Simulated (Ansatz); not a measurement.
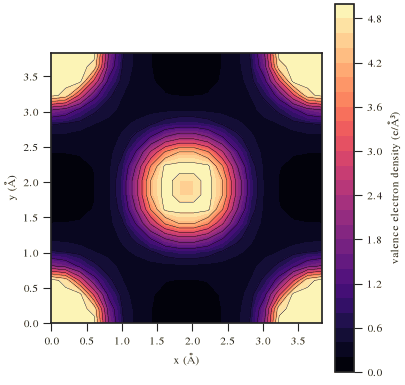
*Valence electron density (e/Å³), cut off at 5 on a lattice plane, r²SCAN in the plane-wave PAW code Ansatz*

**Question.** Pick the material that matches.
(A) TiC, rock salt
(B) NbAg, rock salt
(C) GaSb, rock salt
(D) AlN, rock salt

**Answer.** B, NbAg, rock salt. Atoms in the plane, in fractions of its two edges: Ag at (0.00, 0.00), Nb at (0.50, 0.50).

The density is the valence pseudo-density with augmentation charge, so density and ELF within about 1 Å of a nucleus are not all-electron values.

Space group Fm-3m (rock salt). The start of the workflow was typed in or built on a structure type; neither database checked (COD, Materials Project) lists it. Its standing as an ambient phase is unchecked. The r²SCAN relaxation kept the symmetry of its start. At this level the phase is mechanically unstable. The run is not spin-polarised. Its formation energy is positive at this level, so the cell may be metastable or incomplete.

Potentials: the earlier of the program's two PAW sets.
